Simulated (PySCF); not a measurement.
# BBr₃: the energy surface near the minimum

How stiff is BBr₃ (singlet) against rigid distortions? The scans start from its B3LYP minimum.

Computed with PySCF 2.14.0. Level: B3LYP, basis B def2-TZVP, Br def2-TZVP, no relativity, density fitting.

## (1) The system as given

4 atoms, charge 0, spin multiplicity 1.

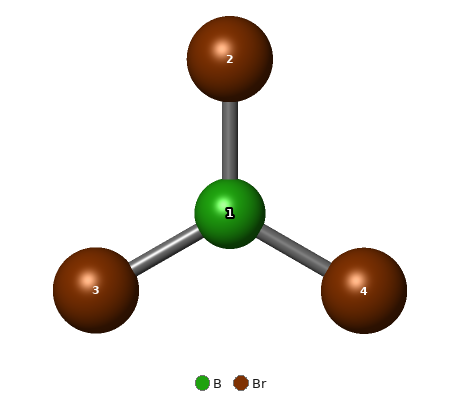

Start geometry, drawn with boron green, bromine brown; atoms are numbered from 1 in the order of the file.

Z-matrix (Å, degrees; charge 0 multiplicity 1):
```
B
Br 1 1.9094
Br 1 1.9094 2 120.00
Br 1 1.9094 2 120.00 3 180.00
```

## (2) Breathing scan

One driver script runs all scans and calls PySCF for each point, on a (75, 302) grid.

On the command line:

```sh
$ OMP_NUM_THREADS=4 python axn.py task.json out
```

A rigid scan with B3LYP: all bonds to the central atom are scaled together. Each point starts from its neighbour's orbitals, and energies count from the minimum.

```csv
scale of all bonds to the centre,energy (kJ/mol)
0.88,246.1
0.92,96.2
0.96,21.3
1.00,0.0
1.04,16.7
1.08,59.5
1.14,154.1
1.22,306.6
1.35,555.3
```

The scan needed 13 s of wall time on 4 threads of AMD EPYC 9R45 (Zen 5), shared host.

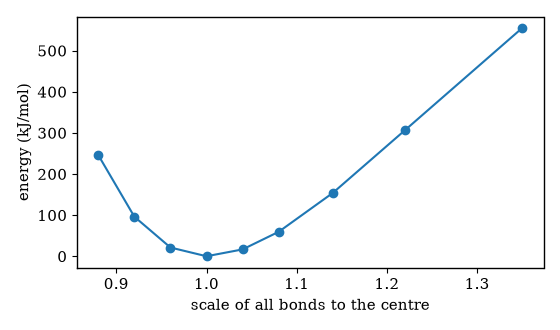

Energy along the scan.

## (3) Stretching one bond

A rigid scan with B3LYP: the bond from B to the last atom (Br) is scaled and the rest held.

```csv
scale of one bond,energy (kJ/mol),dipole size (D)
0.92,26.3,0.73
0.96,5.8,0.37
1.00,0.0,0.00
1.05,6.9,0.47
1.12,32.7,1.13
1.20,73.9,1.88
1.35,158.9,3.25
1.55,259.6,4.86
1.80,351.4,6.44
2.20,434.8,8.15
```

The scan took 19 s.

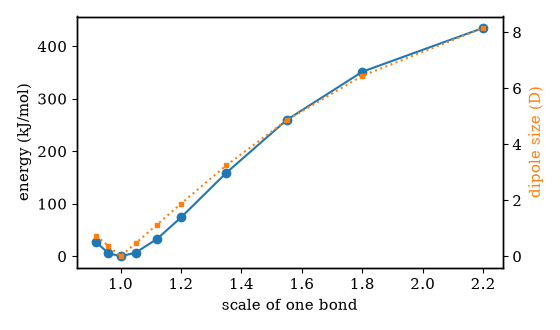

Energy (circles) and dipole moment (squares) along the scan.

A restricted determinant lies too high at long bonds, where the pair should uncouple.

## (4) Umbrella curve

A rigid scan with B3LYP: angle between each bond and the threefold axis, bonds fixed.

```csv
angle of the bonds to the threefold axis (°),energy (kJ/mol),dipole size (D)
55,573.5,0.83
60,367.2,0.57
65,229.8,0.40
70,136.3,0.28
75,72.8,0.19
80,31.2,0.12
85,7.7,0.06
90,0.0,0.00
```

The scan took 13 s.

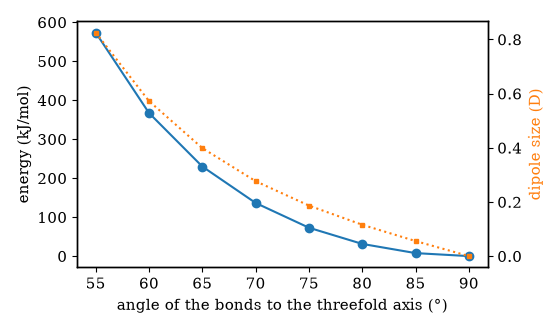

Energy (circles) and dipole moment (squares) along the scan.

## (5) Umbrella–stretch map

A rigid scan with B3LYP: rows, all bonds scaled; columns, angle to the threefold axis.

Energy (kJ/mol):

```csv
scale \ angle,60,66,72,78,84,90
0.95,491.3,291.7,166.7,89.8,47.7,34.2
0.98,405.3,231.3,121.9,54.2,17.0,5.0
1.00,367.2,208.2,107.9,45.5,11.1,0.0
1.03,333.1,194.1,105.7,50.4,19.6,9.6
1.07,321.7,204.8,129.8,82.2,55.5,46.8
```

The map took 50 s.

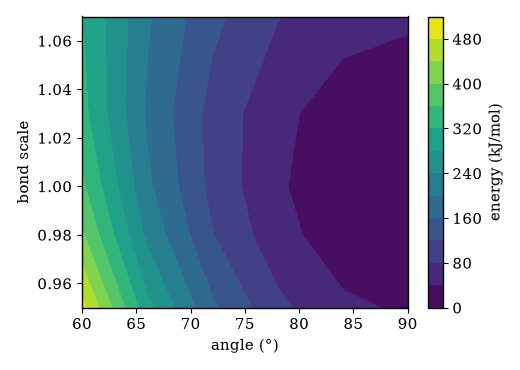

The map as contours.

Best bond scale on the grid: 1.07 (edge of the grid) at 60°, 1.03 at 66°, 1.03 at 72°, 1.00 at 78°, 1.00 at 84°, 1.00 at 90°.

## (6) Summary of results

```
            quantity        value
all bonds 4 % longer  16.7 kJ/mol
one bond 20 % longer  73.9 kJ/mol
```

What this shows: The well is lopsided, 21.3 kJ/mol for 4 % shorter bonds against 16.7 for 4 % longer ones.
